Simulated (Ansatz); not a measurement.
**Profile along the Al–Al line in Al (fcc, Cu type)**

Al (fcc, Cu type)

```
Al
1.0
    0.00000     2.02029     2.02029
    2.02029     0.00000     2.02029
    2.02029     2.02029     0.00000
Al
1
Direct
  0.00000   0.00000   0.00000
```

Fields along a shortest Al–Al line of a {100} plane (2.86 Å), from Al to Al, interpolated on the slice's grid (step about 0.1 Å). Computed with PBE (plane waves to 420 eV, PAW, scalar-relativistic; Ansatz, a quantum-chemistry and plane-wave program). k mesh 20×20×20. These are valence fields of a PAW run, semicore shells included where kept as valence: close to a nucleus they are smooth pseudo fields. Al was relaxed with its symmetry unable to fall.

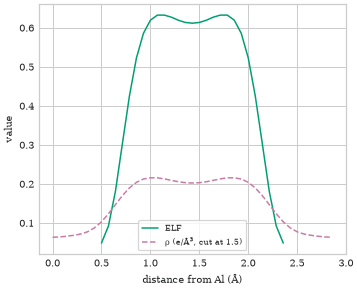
ELF (away from the nuclei) and valence density from Al to Al.

Density on the Al–Al line (2.86 Å) at its midpoint: 0.20 e/Å³. ELF at that point: 0.61. ELF maximum in the middle third of the Al–Al line: 0.63, 1.1 Å from Al.
